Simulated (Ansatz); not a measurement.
# Calculations on CH4ClSi

**1. Relaxation**

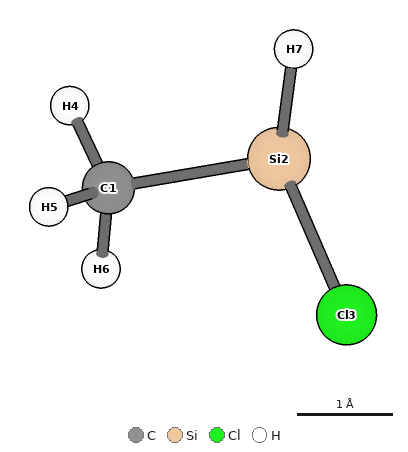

CH4ClSi (multiplicity 2), before the relaxation. The picture is a ball-and-stick view, seen at a tilt.

The run prepares an end point of a later path (inversion) calculation, from a guessed geometry.

These are results of UKS B3LYP/def2-SVP (Ansatz 0.2.0), not measurements.

Input file:
```yaml
crystal:
  periodic: [false, false, false]
  atoms:
    - { symbol: C, position_ang: [-0.64305, 0.46848, -0.33042] }
    - { symbol: Si, position_ang: [1.0218, -0.40085, -0.05334] }
    - { symbol: Cl, position_ang: [0.69886, -2.29637, 0.62608] }
    - { symbol: H, position_ang: [-0.49925, 1.48481, -0.68351] }
    - { symbol: H, position_ang: [-1.20871, 0.51447, 0.59923] }
    - { symbol: H, position_ang: [-1.25288, -0.05651, -1.06101] }
    - { symbol: H, position_ang: [1.88322, 0.28597, 0.90297] }
magnetization:
  spin_polarized: true
  initial_magnetization: 1
basis:
  gaussian: { orbitals: def2-SVP }
hamiltonian:
  xc: b3lyp
relax:
  f_tol: 0.015
  max_steps: 40
output:
  orbitals: {}
```

Launched with:
```bash
ansatz run input.yaml --threads 1 --pin off --max-ram 2048MiB --backend cpu --events-out ev --progress --plain --runs-dir out
```

Q: Predict the outcome.

A: After 3 geometry steps the energy has fallen by 0.060 eV. The largest force component goes from 1 to 0.012 eV/Å. H7 moves most after the best rigid fit: 0.046 Å. By element the largest moves are H 0.046 Å, Cl 0.043 Å, Si 0.035 Å, C 0.003 Å. Some distances before and after: Si2–Cl3 2.039 → 2.095 Å, Si2–H7 1.459 → 1.499 Å, C1–H4 1.085 → 1.102 Å, C1–Si2 1.898 → 1.887 Å. Among the angles between lasting bonds that change: C1–Si2–H7 113.4° → 111.1°. The run took 17 s on 1 thread of Arm Neoverse V1, on a shared host, peak memory 0.17 GiB.

Final geometry:

```xyz
7

C    -0.6408    0.4690   -0.3317
Si    1.0173   -0.3989   -0.0882
Cl    0.6951   -2.3390    0.6336
H    -0.4783    1.4985   -0.6905
H    -1.1910    0.5123    0.6239
H    -1.2627   -0.0643   -1.0669
H     1.8603    0.3223    0.9198
```

**2. Relaxation**

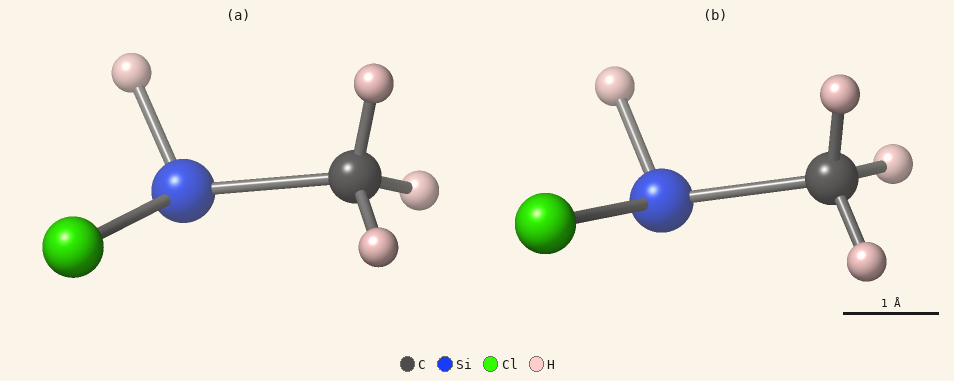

The structure of CH4ClSi (multiplicity 2) before (left) and after (right) a relaxation, at one scale.

The picture is a ball-and-stick view, seen from a free direction.

The run prepares an end point of a later path (inversion) calculation, from a guessed geometry.

Theory: Ansatz 0.2.0, UKS B3LYP/def2-SVP. Settings: collinear spin; force threshold 0.015 eV/Å; at most 40 steps.

> What changed between the two?

Over 7 accepted moves (8 points after the start) the energy falls by 1.86 kcal/mol. Largest force component: 1 eV/Å at the start, 0.013 eV/Å at the end. The line search rejected the trial step at point 5 of the run. The largest move after the best rigid fit is that of the Cl atom, 0.29 Å. By element the largest moves are Cl 0.29 Å, H 0.29 Å, Si 0.11 Å, C 0.02 Å. Near-neighbour distances that change, for instance: Cl–Si 2.039 → 2.095 Å, H–Si 1.459 → 1.499 Å, C–H 1.085 → 1.104 Å, C–Si 1.898 → 1.887 Å. Bond angles that change, for instance: C–Si–H 113.4° → 110.9°. Groups turn about C–Si by about 25°. Cost: 34 s on 1 thread of Arm Neoverse V1, with other jobs on the host, peak memory 0.17 GiB.

**3. Path**

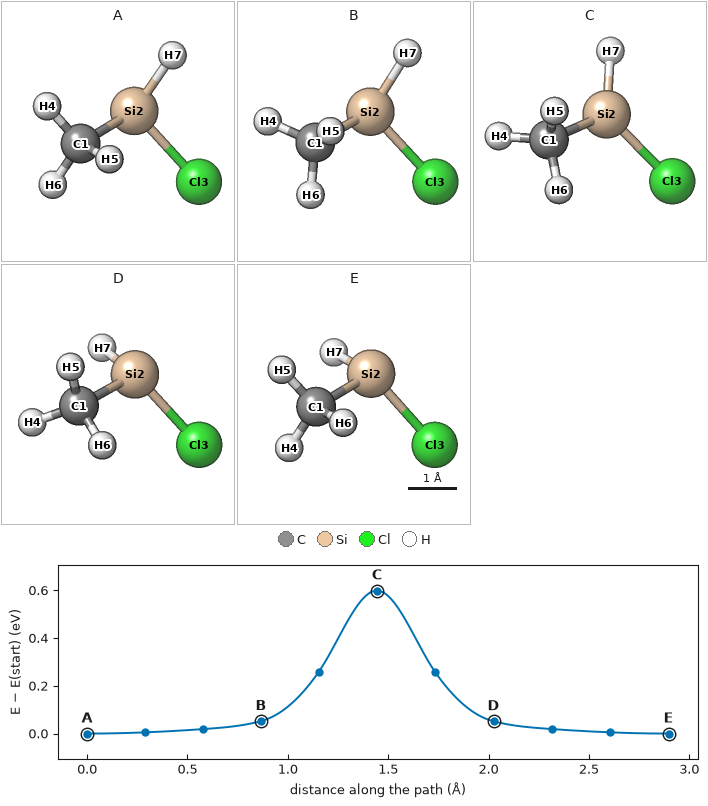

A nudged-elastic-band calculation for CH4ClSi (multiplicity 2). Images are numbered from 0 (start) to 10 (end). Frames A to E are images 0, 3, 5, 7, 10. The picture is a ball-and-stick view, seen from a free direction.

These are results of Ansatz 0.2.0, UKS B3LYP/def2-SVP, not measurements.

The input:
```yaml
crystal:
  periodic: [false, false, false]
  atoms:
    - { symbol: C, position_ang: [-0.640752, 0.468987, -0.331767] }
    - { symbol: Si, position_ang: [1.017275, -0.398864, -0.088133] }
    - { symbol: Cl, position_ang: [0.695058, -2.339014, 0.63367] }
    - { symbol: H, position_ang: [-0.478215, 1.498493, -0.690493] }
    - { symbol: H, position_ang: [-1.19098, 0.512361, 0.623823] }
    - { symbol: H, position_ang: [-1.262694, -0.06426, -1.066941] }
    - { symbol: H, position_ang: [1.860298, 0.322297, 0.919842] }
magnetization:
  spin_polarized: true
  initial_magnetization: 1
basis:
  gaussian: { orbitals: def2-SVP }
hamiltonian:
  xc: b3lyp
neb:
  order_check: false
  images: 9
  f_tol: 0.05
  max_iterations: 60
  initial_path: idpp
  final_atoms:
    - { symbol: C, position_ang: [-0.68867945, 0.45268004, -0.24401393] }
    - { symbol: Si, position_ang: [0.53512834, -0.54968812, 0.78397279] }
    - { symbol: Cl, position_ang: [1.23524595, -2.17323626, -0.34071841] }
    - { symbol: H, position_ang: [-0.20231294, 0.81880016, -1.16460317] }
    - { symbol: H, position_ang: [-1.04137682, 1.32230247, 0.33450597] }
    - { symbol: H, position_ang: [-1.56157615, -0.15349334, -0.53040732] }
    - { symbol: H, position_ang: [1.72356106, 0.28263504, 1.16126506] }
```

Run as
```bash
ansatz run input.yaml --threads 1 --pin off --max-ram 2048MiB --backend cpu --events-out ev --progress --plain --runs-dir out
```

> Describe the mechanism and the energy profile.

The barrier is about 0.60 eV in both directions, with image 5 at the top; the ends have the same energy. The motion is an umbrella inversion at Si2. No bond forms or breaks between the ends. Among the angles between lasting bonds that change up to the highest image: C1–Si2–H7 111.1° → 126.6°, C1–Si2–Cl3 109.6° → 117.9°. The band converged in 5 iterations. The largest component of the band force went from 1.2 to 0.021 eV/Å. The climbing image converged on the top of the path. Its vibrational analysis gives 2 imaginary modes over 30i cm⁻¹, so it isn't confirmed as a transition state.
